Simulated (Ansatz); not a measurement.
Profile along the Al–Fe line in AlFe (CsCl type)

AlFe (CsCl type)

```xyz
2
Lattice="2.8747 0.0000 0.0000 0.0000 2.8747 0.0000 0.0000 0.0000 2.8747" Properties=species:S:1:pos:R:3 pbc="T T T"
Al     0.0000     0.0000     0.0000
Fe     1.4374     1.4374     1.4374
```

Fields along a shortest Al–Fe line of a {110} plane (2.49 Å), from Al to Fe, interpolated on the slice's grid (step about 0.2 Å). The numbers are results of PBE (plane waves to 420 eV, PAW, scalar-relativistic; Ansatz, a quantum-chemistry and plane-wave program), not measurements. k mesh 16×16×16. Near the nuclei the fields are pseudised (PAW); where an atom keeps semicore shells as valence, they peak there. AlFe was relaxed with its symmetry unable to fall. Relaxed AlFe ends ferromagnetic. The magnetic order is the one the run started from; other orders were not tried.

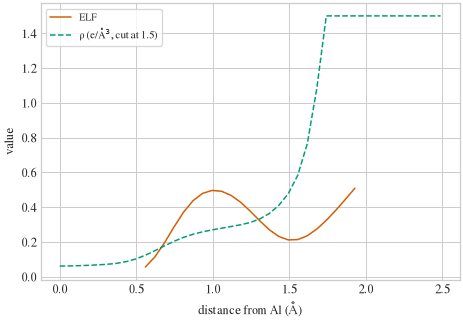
Figure: ELF (away from the nuclei) and valence density from Al to Fe.

Density on the Al–Fe line (2.49 Å) at its midpoint: 0.31 e/Å³. ELF at that point: 0.4.
